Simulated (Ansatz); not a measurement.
**CH2FN (SMILES [H]/N=C/F) at MP2/STO-3G**

What is the energy change on altering one bond length of CH2FN at MP2/STO-3G? 

The results are computed with Ansatz 0.2.0.

65 further runs of the same task are left out: 65 set aside as unsound or not needed.

**1. The structure to begin with**

The species is CH2FN (5 atoms), meant as a singlet with charge 0. As SMILES, `[H]/N=C/F`. Geometry: relaxed at PBE0-D4/def2-TZVP.

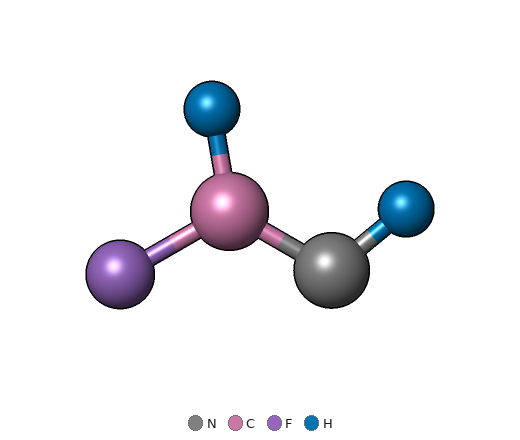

Viewed from a chosen angle; nitrogen grey, carbon pink, fluorine purple, hydrogen blue.

**2. The energy at MP2/STO-3G**

job.yaml

```yaml
crystal:
  periodic: [false, false, false]
  atoms:
    - {symbol: "N", position_ang: [-0.719900, -0.454400, -0.439800]}
    - {symbol: C, position_ang: [0.296500, -0.034500, 0.137300]}
    - {symbol: F, position_ang: [1.242400, -0.884800, 0.520800]}
    - {symbol: H, position_ang: [-1.343900, 0.314100, -0.667300]}
    - {symbol: H, position_ang: [0.574800, 0.986000, 0.407600]}
basis:
  gaussian: {orbitals: STO-3G}
correlation: {method: mp2, frozen_orbitals: {C: 1, F: 1, H: 0, "N": 1}}
accuracy: high
```

Launch:

```bash
ansatz run job.yaml --threads 1 --pin off --max-ram 2610MiB --events-out events.jsonl --progress --plain --runs-dir runs
```

The log of the run:

```text
Warning: RAYON_NUM_THREADS=1 ignored (pool sized by the plan → 1); use --threads N
Functional definition: HF
  name "HF"
  exchange = exact_x
  correlation = 0
298 factors; integrals over basis functions are off by at most 1.2e-8 eV
mean field evaluation 1: about -5174.7904 eV, gradient 3.0e1 eV
mean field evaluation 2: about -5174.8935 eV, gradient 3.1e1 eV
mean field evaluation 4: about -5177.9184 eV, gradient 2.1e0 eV
mean field evaluation 8: about -5177.9524 eV, gradient 6.4e-2 eV
mean field -5177.95245449 eV, -190.2862429603 hartree, gradient 2.7e-8 eV, S^2 0.000000; 0 other end points of the search recorded, 0 dependent functions left out; unrestricted orbitals would lower it
mean field evaluation 16: about -5177.8709 eV, gradient 3.1e0 eV
3 core orbitals not correlated: weight in the atoms' cores, before any rotation towards them, 1.000 or more for the frozen orbitals, at most 0.000 for the correlated occupied ones
reference -5177.95245449 eV, -190.2862429603 hartree; 9, 9 occupied and 5, 5 virtual orbitals, 298 factors
second order -3.61427050 eV of doubles, -0.00000000 eV of singles
Total energy: -5181.56672499 eV, -190.4190649513 hartree
```

It took 0.1 s on 1 thread of Arm Neoverse V2, shared host.

**3. The distorted shape at the same level**

molecule.yaml

```yaml
crystal:
  periodic: [false, false, false]
  atoms:
    - {symbol: N, position_ang: [-0.789476, -0.709529, -0.507376]}
    - {symbol: C, position_ang: [0.226924, -0.289629, 0.069724]}
    - {symbol: F, position_ang: [1.172824, -1.139929, 0.453224]}
    - {symbol: H, position_ang: [-1.413476, 0.058971, -0.734876]}
    - {symbol: H, position_ang: [0.574800, 0.986000, 0.407600]}
basis:
  gaussian:
    orbitals: STO-3G
correlation:
  method: mp2
  frozen_orbitals: {C: 1, F: 1, H: 0, "N": 1}
accuracy: high
```

Launch:

```bash
ansatz run molecule.yaml --threads 1 --pin off --max-ram 2610MiB --events-out events.jsonl --progress --plain --runs-dir runs
```

The log of the run:

```text
Warning: RAYON_NUM_THREADS=1 ignored (pool sized by the plan → 1); use --threads N
Functional definition: HF
  name "HF"
  exchange = exact_x
  correlation = 0
298 factors; integrals over basis functions are off by at most 4.6e-8 eV
mean field evaluation 1: about -5173.8282 eV, gradient 3.0e1 eV
mean field evaluation 2: about -5173.9235 eV, gradient 3.0e1 eV
mean field evaluation 4: about -5176.8866 eV, gradient 2.2e0 eV
mean field evaluation 8: about -5176.9262 eV, gradient 7.0e-2 eV
mean field -5176.92620493 eV, -190.2485289844 hartree, gradient 2.7e-8 eV, S^2 0.000000; 0 other end points of the search recorded, 0 dependent functions left out; unrestricted orbitals would lower it
mean field evaluation 16: about -5176.8305 eV, gradient 2.8e0 eV
3 core orbitals not correlated: weight in the atoms' cores, before any rotation towards them, 1.000 or more for the frozen orbitals, at most 0.000 for the correlated occupied ones
reference -5176.92620493 eV, -190.2485289844 hartree; 9, 9 occupied and 5, 5 virtual orbitals, 298 factors
second order -3.89069062 eV of doubles, -0.00000000 eV of singles
Total energy: -5180.81689554 eV, -190.3915092273 hartree
```

Run time: 0.1 s. Hardware: 1 thread of Arm Neoverse V2, shared host.

**4. What came out**

At MP2/STO-3G, 3 core orbitals frozen:

| quantity | value |
| --- | --- |
| first shape: total energy | -190.41906 Eh |
| first shape: correlation energy (3 core orbitals frozen) | -132.8 mEh |
| distorted shape: total energy | -190.39151 Eh |
| distorted shape: correlation energy (3 core orbitals frozen) | -143.0 mEh |
| energy change with the C2–H5 bond stretched from 1.092 to 1.365 Å | 0.750 eV |

With the C2–H5 bond stretched from 1.092 to 1.365 Å the energy rises by 0.75 eV (17.3 kcal/mol). The first shape isn't relaxed at this level, so the change isn't measured from a minimum. The minimal basis adds a large error of its own. The restricted solution (first shape) is unstable to spin breaking: an unrestricted one lies lower. The restricted solution (distorted shape) is unstable to spin breaking: an unrestricted one lies lower.
